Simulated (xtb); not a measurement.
## Geometry relaxation, with input and output: GaF6 (charge −3) (part 1 of 3)

The run: geometry relaxation of GaF6, charge −3. Method and program: GFN2-xTB (xtb 6.7.1).

The geometry comes from this level: GFN2-xTB.

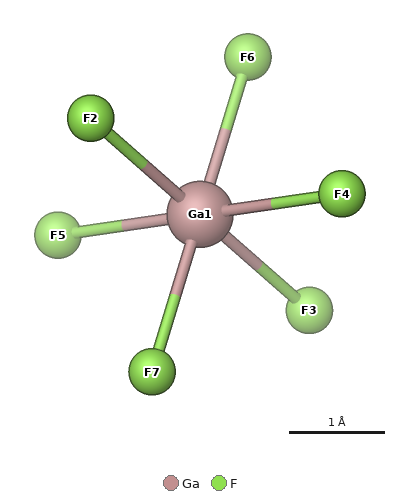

Figure 1. The starting structure (ball-and-stick view, seen at a tilt; atoms are numbered from 1 in the order of the input). Sticks mark near contacts. Bond lengths as drawn: F–Ga 1.95 Å.

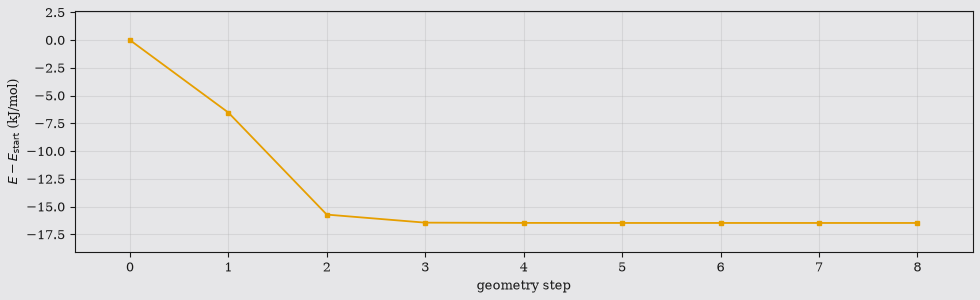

Figure 2. Progress of the relaxation, step by step (steps are counted from 0).

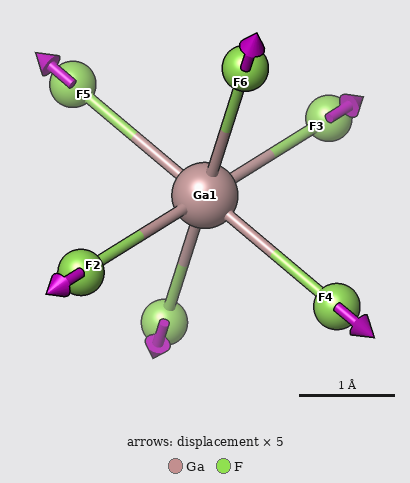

Figure 3. The starting structure with the displacements as pink arrows, magnified 5 times (ball-and-stick view, seen at an oblique angle). The two geometries are laid on each other by the best rigid fit. The largest moves after the best rigid fit, 0.11 Å, are those of F2, F3, F4, F5, F6 and F7. Ga stays in place. Among the contacts that change: Ga1–F2 1.954 → 2.067 Å. Over 8 geometry steps the energy falls by 16.5 kJ/mol. (Atoms are counted from 1 in the order of the input.)

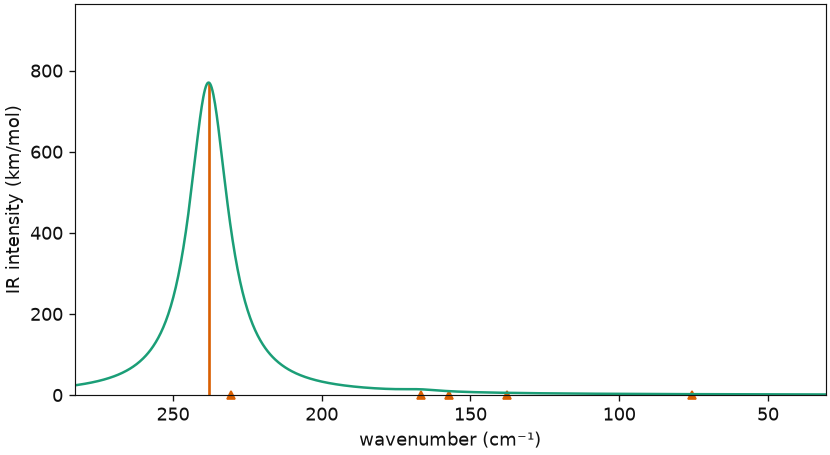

Figure 4. Harmonic infrared spectrum, unscaled: sticks (degenerate modes added up, dark ones marked on the axis) with a Lorentzian envelope of 16 cm⁻¹ full width, scaled to the tallest stick. 15 modes from 76 to 238 cm⁻¹, none imaginary. The strongest line is at 238 cm⁻¹ (770 km/mol). All modes, in cm⁻¹ (km/mol): 76 (0.0), 76 (0.0), 76 (0.0), 138 (0.0), 138 (0.0), 157 (0.0), 157 (0.0), 157 (0.0), 167 (1.5), 167 (1.4), 167 (1.4), 231 (0.0), 238 (257), 238 (257), 238 (257).

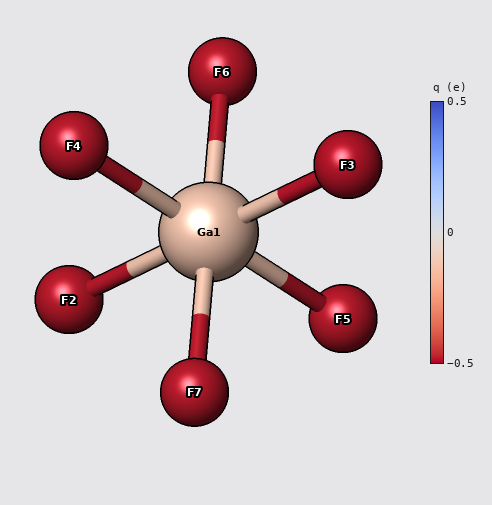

Figure 5. Mulliken charges, as the colour of each atom (ball-and-stick view, seen at a tilt; atoms are numbered from 1 in the order of the input). By element: Ga −0.12 and F −0.48 e.

The input and output of the run follow.

**Input (mol.xyz)**
```
7
start
Ga     0.00030000    -0.00039000     0.00036000
F     -0.01947000    -0.00984000     1.95396000
F      0.02062000     0.01144000    -1.95386000
F      1.95178000     0.00465000     0.01986000
F     -1.95201000    -0.00682000    -0.01964000
F     -0.00694000     1.95332000     0.01005000
F      0.00572000    -1.95236000    -0.01074000
```

**File .CHRG**
```
-3
```

**File .UHF**
```
0
```

Launched with:
```bash
xtb mol.xyz --ohess vtight --gfn 2 --parallel 1 > out.txt 2> xtb.err
```

**Output**
```
* xtb version 6.7.1
   ID    Z sym.   atoms
    1   31 Ga     1
    2    9 F      2-7

           -------------------------------------------------
          |                Calculation Setup                |
           -------------------------------------------------

          program call               : xtb mol.xyz --ohess vtight --gfn 2 --parallel 1
          coordinate file            : mol.xyz
          omp threads                :                     1

           -------------------------------------------------
          |                 G F N 2 - x T B                 |
           -------------------------------------------------

      * Hamiltonian:
        H0-scaling (s, p, d)           1.850000    2.230000    2.230000
        zeta-weighting                 0.500000
      * Dispersion:
        s8                             2.700000
        a1                             0.520000
        a2                             5.000000
        s9                             5.000000
      * Repulsion:
        kExp                           1.500000    1.000000
        rExp                           1.000000
      * Coulomb:
        alpha                          2.000000
        third order                    shell-resolved
        anisotropic                    true
        a3                             3.000000
        a5                             4.000000
        cn-shift                       1.200000
        cn-exp                         4.000000
        max-rad                        5.000000

          ...................................................
          :                      SETUP                      :
          :.................................................:
          :  # basis functions                  34          :
          :  # atomic orbitals                  33          :
          :  # shells                           15          :
          :  # electrons                        48          :
          :  max. iterations                   250          :
          :  Hamiltonian                  GFN2-xTB          :
          :  restarted?                      false          :
          :  GBSA solvation                  false          :
          :  PC potential                    false          :
          :  electronic temp.          300.0000000     K    :
          :  accuracy                    1.0000000          :
          :  -> integral cutoff          0.2500000E+02      :
          :  -> integral neglect         0.1000000E-07      :
          :  -> SCF convergence          0.1000000E-05 Eh   :
          :  -> wf. convergence          0.1000000E-03 e    :
          :  Broyden damping             0.4000000          :
          :  net charge                         -3          :
          :  unpaired electrons                  0          :
          ...................................................

 iter      E             dE          RMSdq      gap      omega  full diag
   1    -30.1483751 -0.301484E+02  0.684E+00    8.73       0.0  T
   2    -30.1941666 -0.457915E-01  0.394E+00    7.55       1.0  T
   3    -30.1959162 -0.174956E-02  0.109E+00    7.63       1.0  T
   4    -30.1966077 -0.691559E-03  0.311E-01    7.62       1.0  T
   5    -30.1967236 -0.115935E-03  0.217E-01    7.66       1.0  T
   6    -30.1966976  0.260000E-04  0.127E-01    7.61       1.0  T
   7    -30.1968138 -0.116191E-03  0.383E-02    7.67       1.0  T
   8    -30.1968189 -0.501529E-05  0.101E-02    7.67       3.7  T
   9    -30.1968193 -0.405390E-06  0.212E-03    7.67      17.8  T
  10    -30.1968193 -0.408631E-07  0.883E-04    7.67      42.8  T
  11    -30.1968193 -0.665121E-08  0.327E-04    7.67     115.6  T

   *** convergence criteria satisfied after 11 iterations ***

         #    Occupation            Energy/Eh            Energy/eV
      -------------------------------------------------------------
         1        2.0000           -0.2081450              -5.6639
       ...           ...                  ...                  ...
        18        2.0000            0.1269624               3.4548
        19        2.0000            0.1269921               3.4556
        20        2.0000            0.1292784               3.5178
        21        2.0000            0.1292933               3.5183
        22        2.0000            0.1293111               3.5187
        23        2.0000            0.1314993               3.5783
        24        2.0000            0.1315674               3.5801 (HOMO)
        25                          0.4134562              11.2507 (LUMO)
        26                          0.7333049              19.9542
        27                          0.7334295              19.9576
        28                          0.7335587              19.9611
        29                          0.9413934              25.6166
       ...                                ...                  ...
        33                          1.9002188              51.7076
      -------------------------------------------------------------
                  HL-Gap            0.2818888 Eh            7.6706 eV
             Fermi-level            0.2725118 Eh            7.4154 eV

 SCC (total)                   0 d,  0 h,  0 min,  0.008 sec
 SCC setup                      ...        0 min,  0.000 sec (  1.092%)
 Dispersion                     ...        0 min,  0.000 sec (  0.283%)
 classical contributions        ...        0 min,  0.000 sec (  0.163%)
 integral evaluation            ...        0 min,  0.001 sec ( 14.772%)
 iterations                     ...        0 min,  0.004 sec ( 52.266%)
 molecular gradient             ...        0 min,  0.002 sec ( 29.541%)
 printout                       ...        0 min,  0.000 sec (  1.731%)

         :::::::::::::::::::::::::::::::::::::::::::::::::::::
         ::                     SUMMARY                     ::
         :::::::::::::::::::::::::::::::::::::::::::::::::::::
         :: total energy             -30.193841577150 Eh    ::
         :: gradient norm              0.026185150780 Eh/a0 ::
         :: HOMO-LUMO gap              7.670585107861 eV    ::
         ::.................................................::
         :: SCC energy               -30.196817278141 Eh    ::
         :: -> isotropic ES            1.094804772444 Eh    ::
         :: -> anisotropic ES         -0.021660720201 Eh    ::
         :: -> anisotropic XC         -0.004363124574 Eh    ::
         :: -> dispersion             -0.004604812828 Eh    ::
         :: repulsion energy           0.002975700991 Eh    ::
         :: add. restraining           0.000000000000 Eh    ::
         :: total charge              -3.000000000000 e     ::
         :::::::::::::::::::::::::::::::::::::::::::::::::::::

      -----------------------------------------------------------
     |                   =====================                   |
     |                        A N C O P T                        |
     |                   =====================                   |
     |               Approximate Normal Coordinate               |
     |                Rational Function Optimizer                |
      -----------------------------------------------------------
      -----------------------------------------------------------
     |                   =====================                   |
     |                        A N C O P T                        |
     |                   =====================                   |
     |               Approximate Normal Coordinate               |
     |                Rational Function Optimizer                |
      -----------------------------------------------------------

          ...................................................
          :                      SETUP                      :
          :.................................................:
          :   optimization level         verytight          :
          :   max. optcycles                   200          :
          :   ANC micro-cycles                  20          :
          :   degrees of freedom                15          :
          :.................................................:
          :   RF solver                   davidson          :
          :   write xtbopt.log                true          :
          :   linear?                        false          :
          :   energy convergence         0.1000000E-06 Eh   :
          :   grad. convergence          0.2000000E-03 Eh/α :
          :   maxmium RF displ.          1.0000000          :
          :   Hlow (freq-cutoff)         0.1000000E-01      :
          :   Hmax (freq-cutoff)         5.0000000          :
          :   S6 in model hess.         20.0000000          :
          ...................................................

generating ANC from exact Hessian ...
Using Lindh-Hessian (1995)
 Shifting diagonal of input Hessian by    2.0582284082754226E-003
 Lowest  eigenvalues of input Hessian
    0.000000    0.000000    0.000000    0.000000    0.000000    0.000000
    0.010000    0.011936    0.015312    0.018881    0.018938    0.019013
    0.022650    0.029115    0.034797    0.229206    0.230242    0.237673
 Highest eigenvalues
    0.229206    0.230242    0.237673    0.695845    0.705706    0.713626

........................................................................
.............................. CYCLE    1 ..............................
........................................................................

 iter      E             dE          RMSdq      gap      omega  full diag
   1    -30.1968193 -0.301968E+02  0.551E-06    7.67       0.0  T
   2    -30.1968193  0.106581E-13  0.397E-06    7.67    9511.2  T
   3    -30.1968193 -0.355271E-13  0.127E-06    7.67   29783.3  T
     SCC iter.                  ...        0 min,  0.001 sec
     gradient                   ...        0 min,  0.002 sec
 * total energy  :   -30.1938416 Eh     change       -0.8154331E-09 Eh
   gradient norm :     0.0261823 Eh/α   predicted     0.0000000E+00 (-100.00%)
   displ. norm   :     0.1089130 α      lambda       -0.2850871E-02
   maximum displ.:     0.1084301 α      in ANC's #12, #10, #11, ...

........................................................................
.............................. CYCLE    2 ..............................
........................................................................
```
